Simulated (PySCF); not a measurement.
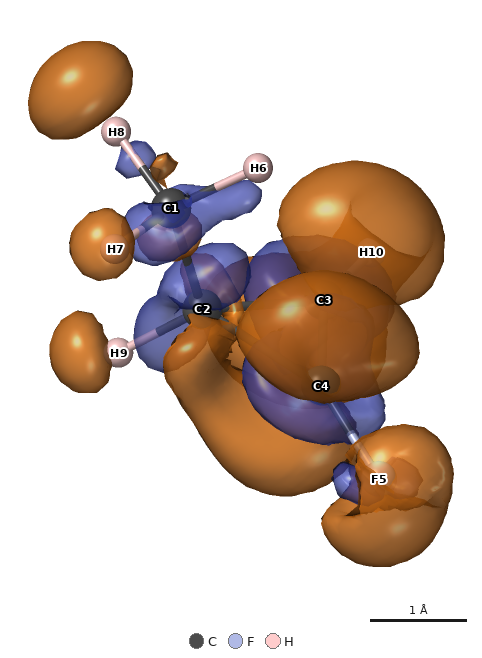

*C₄H₅F, SMILES `CC1C=C1F`. Fukui function f⁺ = ρ(N+1) − ρ(N) at fixed geometry, surfaces at ±0.02 e/Å³ (orange positive, blue negative).*

Computed with PySCF, PBE/cc-pVDZ, geometry: GFN2-xTB. No frequency check shows the geometry to be a minimum.

The calculation's input:

```python
import numpy as np
from pyscf import gto, scf, dft
from pyscf.scf import atom_ks, atom_hf
from scipy.linalg import block_diag

def solve(mol, dm0=None, hcore=None):
    mf = (dft.UKS if mol.spin else dft.RKS)(mol, xc='pbe')
    mf.grids.level = 3
    mf = mf.density_fit(auxbasis='def2-universal-jkfit')
    mf.conv_tol, mf.max_cycle = 1e-8, 80
    if hcore is not None:
        mf.get_hcore = lambda *args: hcore
    mf.kernel(dm0)
    if not mf.converged:
        mf = mf.newton().run(mf.mo_coeff, mf.mo_occ, max_cycle=30)
    assert mf.converged, 'SCF not converged'
    return mf

mol = gto.M(atom='''
C      1.78406    -0.54347    -0.23257
C      0.67167     0.16611     0.50827
C     -0.16670     1.23969    -0.18256
C     -0.73342     0.09586     0.03593
F     -1.79996    -0.67551    -0.05991
H      1.54994    -0.62012    -1.29184
H      1.92674    -1.54645     0.16588
H      2.71969     0.00184    -0.12282
H      0.86039     0.26498     1.57571
H     -0.19075     2.23022    -0.56217
''', basis='cc-pvdz', charge=0, spin=0, verbose=4)
mf = solve(mol)
out = dict(e0=mf.e_tot, dm0=mf.make_rdm1(), c=mf.mo_coeff, occ=mf.mo_occ, eps=mf.mo_energy)
for name, dq, spin in [('cation', 1, 1), ('anion', -1, 1)]:
    ion = mol.copy().set(charge=mol.charge + dq, spin=spin).build()
    mi = solve(ion)
    if spin and dq > 0 and mol.nao < 130:
        c, _, stable, _ = mi.stability(return_status=True)
        if not stable:
            mi = solve(ion, mi.make_rdm1(c, mi.mo_occ))
    print(name, 'vertical energy change / eV', (mi.e_tot - mf.e_tot) * 27.211386)
    out.update({'e_' + name: mi.e_tot, 'dm_' + name: mi.make_rdm1(), 's2_' + name: mi.spin_square()[0], 'eps_' + name: mi.mo_energy, 'occ_' + name: mi.mo_occ})
# spherically averaged free atoms, for the promolecule
atm = atom_ks.get_atm_nrks(mol, xc='pbe')
pro = block_diag(*[(atm[a[0]][2] * atm[a[0]][3]) @ atm[a[0]][2].T for a in mol._atom])
np.savez('result.npz', pro=pro, **out)
```

Run with:

```sh
OMP_NUM_THREADS=1 python input.py
```

The run took 3.6 min on 1 thread of Arm Neoverse V2 (shared host), peak memory 0.53 GiB.

Partitions, critical points and surface values were worked out afterwards from this run's density.

> Which atoms respond most to the addition of an electron?

f⁺ (Hirshfeld-condensed) is largest on C3 (0.21) and C4 (0.18); the vertical electron affinity is −2.99 eV (the stability of the anion's solution wasn't checked; negative, but this basis has no diffuse functions, so it doesn't show that the anion is unbound). Condensed values hint at sites of nucleophilic attack but needn't mark the atom that reacts. Shares this close don't rank the sites. Orbital relaxation makes it negative in places (0.17 e in all).
